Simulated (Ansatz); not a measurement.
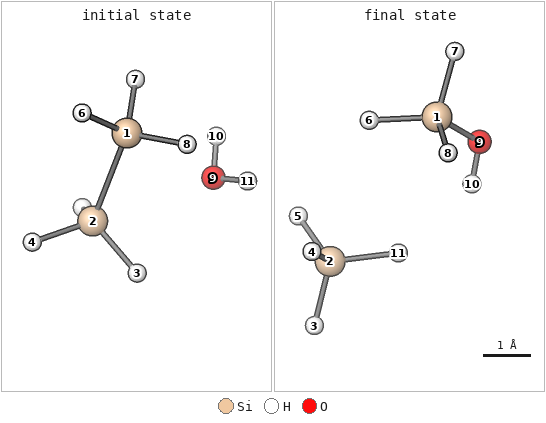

The two relaxed end points of a path for Si₂H₈O, made up at the start of Si2H6 and H$_{2}$O. Style: ball-and-stick. Shown from a free direction.

These are results of RKS PBE0-D4/6-31G* in Ansatz, not measurements.

Run with 7 movable images; climbing image; force threshold 0.05 eV/Å; iteration limit 60.

Start:
```xyz
11

Si    0.3164   -0.2176    0.1143
Si    0.2178    0.0224    2.4381
H    -0.5781   -1.0715    3.0584
H     1.5968   -0.0521    3.0132
H    -0.3502    1.3440    2.8186
H     1.7217   -0.3593   -0.3748
H    -0.2640    0.9636   -0.5908
H    -0.4210   -1.4313   -0.3474
O    -2.4814    0.1061    1.2240
H    -2.6728    0.7852    0.5645
H    -2.7748   -0.7192    0.8171
```

End:
```xyz
11

Si   -0.4293    0.1165   -0.7628
Si   -0.2122   -0.2876    3.2321
H    -0.6174   -0.7041    4.6009
H     0.9488   -1.0956    2.7775
H     0.1296    1.1582    3.2188
H     0.5117    0.7256    0.2264
H    -0.1642    0.6914   -2.1042
H    -0.1553   -1.3511   -0.7855
O    -2.0160    0.4657   -0.4206
H    -2.3264    0.1772    0.4456
H    -1.3588   -0.5259    2.3072
```

> Predict the minimum-energy path and its barrier.

The highest point, image 4, lies 1.82 eV above the start and 2.39 eV above the end; the end is at −0.56 eV relative to the start. Breaking: O9–H11 (0.97 → 1.07 at the top → 2.98 Å), Si1–Si2 (2.34 → 2.83 at the top → 4.02 Å). Forming: Si1–O9 (3.03 → 1.87 at the top → 1.66 Å), Si2–H11 (3.48 → 2.10 at the top → 1.49 Å). The band converged in 31 iterations. The largest component of the band force went from 92 to 0.031 eV/Å. The climbing image converged on the top of the path. Its vibrational analysis gives one imaginary mode (596i cm⁻¹), as a transition state must have.

Energies of the converged images:

| image | path (Å) | E (eV) |
| --- | --- | --- |
| 0 | 0.00 | 0.000 |
| 1 | 1.62 | 0.046 |
| 2 | 3.24 | 0.066 |
| 3 | 4.87 | 0.440 |
| 4 | 6.50 | 1.823 |
| 5 | 8.11 | -0.492 |
| 6 | 9.73 | -0.538 |
| 7 | 11.34 | -0.559 |
| 8 | 12.96 | -0.563 |

The geometry at the top of the path:

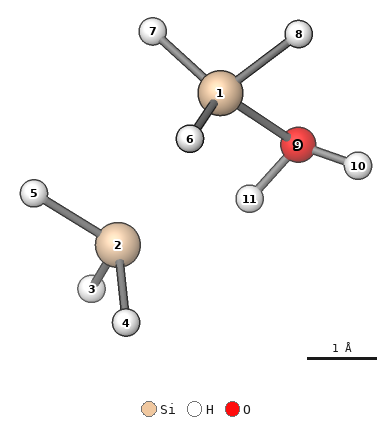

Limits of the set-up: the start holds two separate molecules, 2.7 Å apart at their closest, whose relative position is a soft coordinate.

Cost: 11 min on 1 thread of Arm Neoverse V1, on a shared host, peak memory 0.14 GiB.
